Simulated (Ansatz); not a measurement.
# quartet SiH2SF: levels of theory compared

Aim: a comparison of 4 runs (UBHLYP/STO-3G, UPBE0/STO-3G, RPA@PBE/STO-3G, UCCSDT(Q)/STO-3G) of quartet SiH2SF. 

Program for the calculation: Ansatz 0.2.0.

72 further runs of the same task are left out: 4 that didn't finish, 68 set aside as unsound or not needed.

**1. The molecule**

The species is SiH2SF (5 atoms), meant as a quartet with charge 0. As SMILES of the parent species, `F[SiH]S`. The shape is that of a PBE0-D4/def2-TZVP optimisation. This is one conformer, not always the lowest. That shape belongs to the parent species and isn't relaxed for this state.

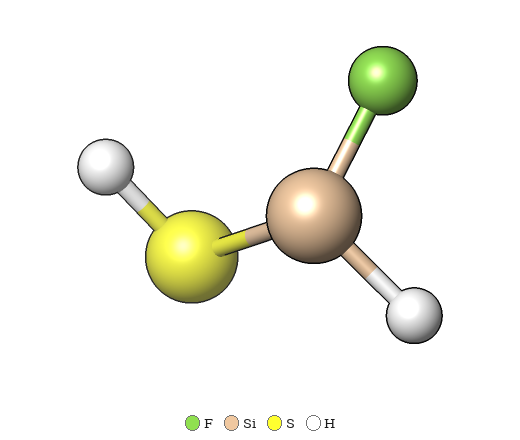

The structure, seen from a chosen angle (fluorine green, silicon light orange, sulfur yellow, hydrogen white).

**2. The energy at UBHLYP/STO-3G (run 1)**

molecule.yaml

```yaml
crystal:
  periodic: [false, false, false]
  atoms:
    - {symbol: F, position_ang: [-1.242300, -0.527200, 1.134200]}
    - {symbol: Si, position_ang: [-0.629400, -0.168000, -0.303300]}
    - {symbol: S, position_ang: [1.400700, 0.438500, -0.191800]}
    - {symbol: H, position_ang: [-0.621800, -1.416500, -1.115500]}
    - {symbol: H, position_ang: [1.142700, 1.599500, 0.435000]}
basis:
  gaussian:
    orbitals: STO-3G
total_charge: 0
hamiltonian:
  xc: {name: BHLYP}
accuracy: high
magnetization:
  spin_polarized: true
  initial_magnetization: 3
```

Run with:

```console
$ ansatz run molecule.yaml --threads 1 --pin off --max-ram 2610MiB --events-out events.jsonl --progress --plain --runs-dir runs
```

Standard output:

```text
Warning: RAYON_NUM_THREADS=1 ignored (pool sized by the plan → 1); use --threads N
Functional definition: BHLYP
  name "BHLYP"
  parameter a = 0.5
  exchange = (1 - a)*b88_x + a*exact_x
  correlation = lyp_c
461 factors; integrals over basis functions are off by at most 2.7e-8 eV
mean field evaluation 1: about -21200.3227 eV, gradient 1.1e1 eV
mean field evaluation 2: about -21200.8150 eV, gradient 1.0e1 eV
mean field evaluation 4: about -21201.6388 eV, gradient 6.2e-1 eV
mean field evaluation 8: about -21201.7366 eV, gradient 2.2e-1 eV
mean field evaluation 16: about -21201.7438 eV, gradient 9.2e-4 eV
mean field evaluation 32: about -21201.2917 eV, gradient 1.8e0 eV
mean field -21201.74383718 eV, -779.1497149582 hartree, gradient 3.7e-8 eV, S^2 3.754892; 4 other end points of the search recorded, 0 dependent functions left out
reference -21201.74385503 eV, -779.1497156141 hartree; 22, 19 occupied and 3, 6 virtual orbitals, 461 factors
Total energy: -21201.74385503 eV, -779.1497156141 hartree
```

It took 3.6 s on 1 thread of Arm Neoverse V1, shared host; peak memory 0.15 GiB.

**3. The energy at UPBE0/STO-3G (run 2)**

in.yaml

```yaml
crystal:
  periodic: [false, false, false]
  atoms:
    - symbol: F
      position_ang: [-1.242300, -0.527200, 1.134200]
    - symbol: Si
      position_ang: [-0.629400, -0.168000, -0.303300]
    - symbol: S
      position_ang: [1.400700, 0.438500, -0.191800]
    - symbol: H
      position_ang: [-0.621800, -1.416500, -1.115500]
    - symbol: H
      position_ang: [1.142700, 1.599500, 0.435000]
basis:
  gaussian:
    orbitals: STO-3G
total_charge: 0
magnetization:
  spin_polarized: true
  initial_magnetization: 3
hamiltonian:
  xc: pbe0
accuracy: high
```

Run with:

```console
$ ansatz run in.yaml --threads 1 --pin off --max-ram 2610MiB --events-out events.jsonl --progress --plain --runs-dir runs
```

Standard output:

```text
Warning: RAYON_NUM_THREADS=1 ignored (pool sized by the plan → 1); use --threads N
Functional definition: PBE0
  name "PBE0"
  parameter a = 0.25
  parameter kappa = 0.804
  parameter beta = 0.06672455060314922
  exchange = (1 - a)*pbe_x(kappa = kappa, mu = beta*pi^2/3) + a*exact_x
  correlation = pbe_c(beta = beta)
461 factors; integrals over basis functions are off by at most 2.7e-8 eV
mean field evaluation 1: about -21192.2283 eV, gradient 1.0e1 eV
mean field evaluation 2: about -21191.1907 eV, gradient 1.7e1 eV
mean field evaluation 4: about -21193.3224 eV, gradient 8.1e-1 eV
mean field evaluation 8: about -21193.3622 eV, gradient 8.9e-2 eV
mean field evaluation 16: about -21193.3625 eV, gradient 1.5e-4 eV
mean field evaluation 32: about -21193.0409 eV, gradient 3.3e0 eV
mean field -21193.36248047 eV, -778.8417057803 hartree, gradient 4.6e-8 eV, S^2 3.752661; 4 other end points of the search recorded, 0 dependent functions left out
reference -21193.36248176 eV, -778.8417058276 hartree; 22, 19 occupied and 3, 6 virtual orbitals, 461 factors
Total energy: -21193.36248176 eV, -778.8417058276 hartree
```

Run time: 3.3 s. Hardware: 1 thread of Arm Neoverse V1, shared host; peak memory 0.14 GiB.

Run 3 isn't shown in full; the table further down has it.

**4. The energy at UCCSDT(Q)/STO-3G (run 4)**

run.yaml

```yaml
crystal:
  periodic: [false, false, false]
  atoms:
    - {symbol: F, position_ang: [-1.242300, -0.527200, 1.134200]}
    - {symbol: Si, position_ang: [-0.629400, -0.168000, -0.303300]}
    - {symbol: S, position_ang: [1.400700, 0.438500, -0.191800]}
    - {symbol: H, position_ang: [-0.621800, -1.416500, -1.115500]}
    - {symbol: H, position_ang: [1.142700, 1.599500, 0.435000]}
basis:
  gaussian: {orbitals: STO-3G}
magnetization: {spin_polarized: true, initial_magnetization: 3}
correlation: {method: ccsdt_q, frozen_orbitals: {F: 1, H: 0, S: 5, Si: 5}}
accuracy: high
scf: {omitted_lower_state_checks: [cluster_reference, increment]}
```

Run with:

```console
$ ansatz run run.yaml --threads 1 --pin off --max-ram 2610MiB --events-out events.jsonl --progress --plain --runs-dir runs
```

Standard output:

```text
Warning: RAYON_NUM_THREADS=1 ignored (pool sized by the plan → 1); use --threads N
[... 13 lines left out ...]
11 core orbitals not correlated: weight in the atoms' cores, before any rotation towards them, 1.000 or more for the frozen orbitals, at most 0.000 for the correlated occupied ones
[... 66 lines left out ...]
Total energy: -21163.36171070 eV, -777.7391978266 hartree
Checks for a lower state left out: cluster_reference, increment
```

Run time: 3.3 s. Hardware: 1 thread of Arm Neoverse V1, shared host; peak memory 0.13 GiB.

**5. The series**

```
run             level  frozen core orbitals  energy (Eh)   ⟨S²⟩  wall time
  1     UBHLYP/STO-3G                     –  -779.149716  3.755      3.6 s
  2      UPBE0/STO-3G                     –  -778.841706  3.753      3.3 s
  3    RPA@PBE/STO-3G                    11  -777.808312  3.751      8.4 s
  4  UCCSDT(Q)/STO-3G                    11  -777.739198  3.760      3.3 s
```

**6. Outcome**

```
                                           quantity          value
                                run 4: total energy  -777.73920 Eh
run 4: correlation energy (11 core orbitals frozen)      -77.8 mEh
           run 4: ⟨S²⟩ of the reference determinant          3.760
                               run 4: T1 diagnostic          0.027
```

**Reading.** Totals of different functionals can't be ranked against each other. In runs 1, 2, 3, 4 the basis is minimal, so the values are rough. All runs together took 19 s, the longest 8.4 s.
